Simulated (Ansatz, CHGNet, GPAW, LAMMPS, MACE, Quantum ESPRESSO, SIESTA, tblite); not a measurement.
# Amorphous Hg22Cd11S33 (66 atoms): other programs against plane waves

One geometry of amorphous Hg22Cd11S33 (66 atoms) is solved by several programs and methods. How far do their forces lie from a plane-wave PBE run?

Results are calculated, not measured.

## (1) The cell

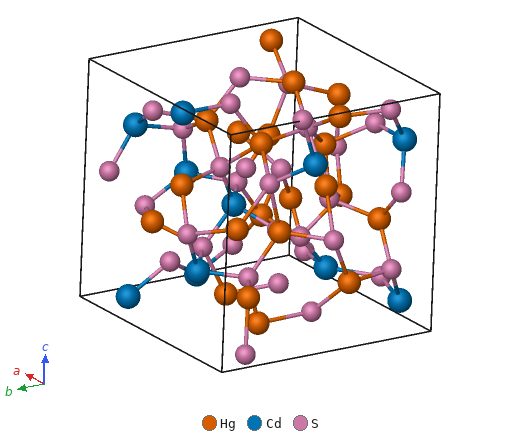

The cell (mercury orange, cadmium blue, sulfur pink). Bonds to atoms that aren't drawn are left out.

The cell holds 66 atoms (22 Hg, 11 Cd and 33 S), with edges of 12.11, 12.11 and 12.11 Å. Recipe: 66 atoms (22 Hg, 11 Cd, 33 S) placed at random at 6.28 g/cm³, melted at 2500 K for 10 ps at fixed volume with the Stillinger-Weber II-VI potential (Zhou et al., Phys. Rev. B 88, 085309 (2013)). Quenched from 2500 K to 300 K at 5 K/ps and fixed volume, annealed at 1000 K for 50 ps, held 5 ps. The density is 6.28 g/cm³.

## (2) The reference input

Quantum ESPRESSO 7.5: Kohn-Sham DFT, PBE, SSSP efficiency 1.3.0 pseudopotentials, plane waves. Its input, pw.in:

```
&control
  calculation = 'scf'
  pseudo_dir = './pseudo'
  outdir = './tmp'
  disk_io = 'none'
  tprnfor = .true.
  tstress = .true.
/
&system
  ibrav = 0
  nat = 66
  ntyp = 3
  ecutwfc = 45
  ecutrho = 360
  nosym = .true.
  occupations = 'smearing'
  smearing = 'fd'
  degauss = 0.003675
/
&electrons
  conv_thr = 3.3e-07
  electron_maxstep = 100
  mixing_beta = 0.4
  mixing_mode = 'plain'
  diagonalization = 'david'
/
ATOMIC_SPECIES
Hg 200.592 Hg.upf
Cd 112.414 Cd.upf
S 32.060 S.upf
CELL_PARAMETERS angstrom
12.10720 0.00000 0.00000
0.00000 12.10720 0.00000
0.00000 0.00000 12.10720
ATOMIC_POSITIONS crystal
Hg 0.22551 0.67793 0.07936
Hg 0.48804 0.11864 0.43742
Hg 0.18881 0.40043 0.61983
Hg 0.87155 0.09315 0.29781
[... 60 atom lines left out ...]
S 0.22484 0.73254 0.28102
S 0.01242 0.88114 0.05057
K_POINTS gamma
```

```console
$ OMP_NUM_THREADS=1 mpirun -np 4 pw.x -in pw.in > output.txt
```

It took 13 min on 4 MPI ranks of Arm Neoverse N1, shared host; peak memory 4.7 GiB; 51 min of CPU time.

It converged with an r.m.s. force component of 0.43 eV/Å and a pressure of -0.88 GPa.

## (3) What was run beside it

- CHGNet: machine-learned potential, published weights.
- GPAW 26.7.0: PAW with atomic orbitals (LCAO), plane waves or a real-space grid of spacing h.
- MACE: machine-learned potential, published weights.
- SIESTA 5.4.2: numerical atomic orbitals, whose automatically made sets are far from complete, with PseudoDojo norm-conserving potentials that we converted to its format (checked against plane waves on the same files for H, C, O, Si, Ge and Ca alone); labels give functional, basis size, energy shift and mesh cutoff.
- tblite 0.8.0: extended tight binding, driven from Python.

All use the same cell and atoms, and the electronic-structure runs the same k-mesh.

## (4) All runs compared

Differences are against the reference: forces as r.m.s. over components, share as that over the reference's r.m.s. force, slope as the fitted ratio of a run's forces to the reference's.

```tsv
run	Δ force, r.m.s. (meV/Å)	share (%)	slope	Δ pressure (GPa)	cores	CPU time	memory (GiB)
reference	-	-	-	-	4	51 min	4.7
CHGNet 0.3.0 potential	223	51.7	0.660	0.209	1	5.2 s	0.59
GPAW PBE, LCAO dzp, h 0.2 Å	62.3	14.5	1.040	-	1	7.9 min	1.7
GPAW revPBE, LCAO dzp, h 0.2 Å	76.7	17.8	1.062	-	1	7.9 min	1.7
MACE MP-0b2 small potential	174	40.4	0.923	0.514	1	11 s	0.66
MACE MPA-0 medium potential	118	27.3	0.930	0.61	1	12 s	0.77
SIESTA PBE, DZ, shift 0.01 Ry, mesh 300 Ry (coarse)	260	60.3	1.249	-0.771	1	2.8 min	0.6
SIESTA PBE, DZP, shift 0.01 Ry, mesh 300 Ry	141	32.8	1.139	-3.92	2	4.6 min	1.0
SIESTA PBE, SZ, shift 0.01 Ry, mesh 300 Ry (coarse)	1925	447	1.441	-6.01	1	2.2 min	0.53
SIESTA vdW-DF, PBE potentials, DZP, shift 0.01 Ry, mesh 300 Ry	173	40.1	1.177	-1.03	2	22 min	1.8
tblite GFN1-xTB	298	69.1	0.873	-1.66	1	5.5 s	0.13
```

Rows marked coarse were listed beforehand as settings not expected to be converged; some can still land near the reference.

Times of the machine-learned potentials are mostly Python's start and the loading of weights.

Runs without a result: GPAW PBE, LCAO dzp, h 0.15 Å (cut off at its time limit); GPAW PBE, LCAO szp(dzp), h 0.2 Å (cut off at its time limit).

CPU time is summed over cores on shared hosts, so it is rough.

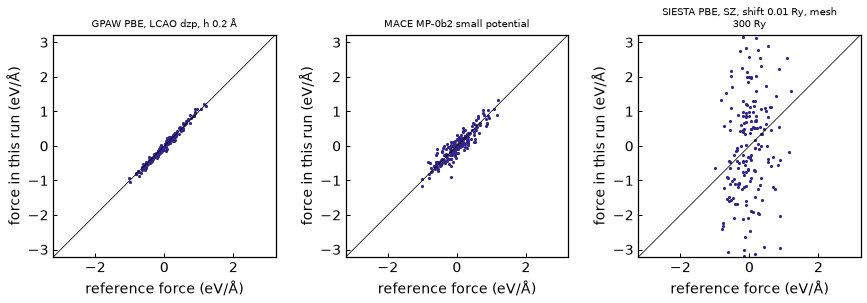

Force components against those of the reference; the line marks equality. Points beyond the frame are left out.

## (5) What came out

Forces lie from 14 % (GPAW PBE, LCAO dzp, h 0.2 Å) to 447 % (SIESTA PBE, SZ, shift 0.01 Ry, mesh 300 Ry, coarse) of the reference's r.m.s. force of 0.43 eV/Å away from it. The PBE runs in local orbitals, coarse settings apart, differ by 14 % (GPAW PBE, LCAO dzp, h 0.2 Å) to 33 % (SIESTA PBE, DZP, shift 0.01 Ry, mesh 300 Ry); basis, grid and potentials can all enter. Tight binding differs by 69 % (tblite GFN1-xTB); it is another model, with fitted parameters of its own, and the xTB methods hold dispersion. Machine-learned potentials differ by 27 % (MACE MPA-0 medium potential) to 52 % (CHGNet 0.3.0 potential); they were trained on other programs' data. Among those trained on PBE data the slope goes as low as 0.66, with a correlation of 0.86, so directions differ as well as sizes.

Rows with another functional or a dispersion term differ by 18 % (GPAW revPBE, LCAO dzp, h 0.2 Å) to 40 % (SIESTA vdW-DF, PBE potentials, DZP, shift 0.01 Ry, mesh 300 Ry), which mixes the change of model with differences of basis and potentials, some of them made for another functional. Runs with settings chosen to be coarse differ by 60 % (SIESTA PBE, DZ, shift 0.01 Ry, mesh 300 Ry) to 447 % (SIESTA PBE, SZ, shift 0.01 Ry, mesh 300 Ry), their programs' other errors included. SIESTA PBE, DZP, shift 0.01 Ry, mesh 300 Ry stiffens the forces by a factor of 1.14 while following their directions (correlation 0.968). Pressures at PBE, coarse settings apart, lie -3.92 GPa from the reference's.

**Limits.** Periodic xTB results under one method name differ between programs and library versions. The potentials hold different valence shells: 770 electrons in the reference, 726 in GPAW and 858 in SIESTA; this bears on time and differences. The reference's pressure holds the uncorrected Pulay stress of its 45 Ry basis, so small pressure differences may be the reference's own error. Machine-learned potentials mimic data converged in k, so the reference's own k-point error enters their differences. The quench rate of 5 K/ps is many orders above laboratory rates, so the cell is likely richer in defects and strain than a real sample. The network of bonds at the start is that of the classical potential that made the cell, and needn't be the one that DFT or experiment would give. The electronic-structure runs sample only Γ, in a cell whose shortest periodic width is 12 Å, which is coarse for a cell with partly filled levels. Spin–orbit coupling is left out, which matters for the levels of the heavy elements. Where levels are smeared, the DFT runs use Fermi–Dirac occupations at 580 K (0.05 eV), and energies are free energies. The reference's cutoffs and mesh weren't converged further here.

[Logs are printed without paths, hosts, clocks, repeated set-up lines and the standing remarks that a program may print on its own settings, such as how far it seeks lower states.]

[Hosts, paths, dates, database ids (printed as entryN), source tags and the programs' standing remarks are cut or masked in the printed files.]

[Cells were taken only where this reference lay near another plane-wave run.]
